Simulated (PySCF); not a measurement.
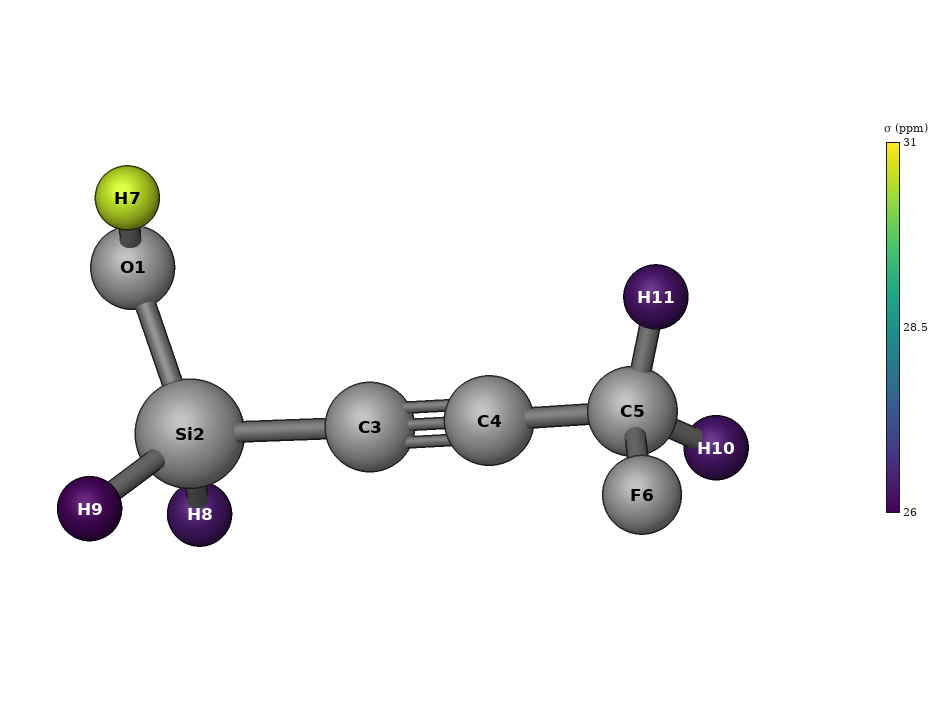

Atoms are coloured by their isotropic NMR shieldings (H only, the others grey). Computed geometry: PBE0-D3(BJ)/def2-SVP optimisation. No frequency run is at hand to confirm it as a minimum. Properties computed with GIAO PBE0/pcSseg-2 NMR shielding, non-relativistic, gas phase (PySCF 2.14.0).

Question: Which H atom is the most shielded (lowest chemical shift)?

Answer: H7 (30.50 ppm).

Question: Which H atom is the least shielded (highest chemical shift)?

Answer: H9 (26.10 ppm).

Question: How wide is the range of H shifts?

Answer: 4.40 ppm.

List the isotropic NMR shieldings of the H atoms.

```csv
atom,σ (ppm)
H7,30.50
H8,26.33
H9,26.10
H10,26.28
H11,26.27
```
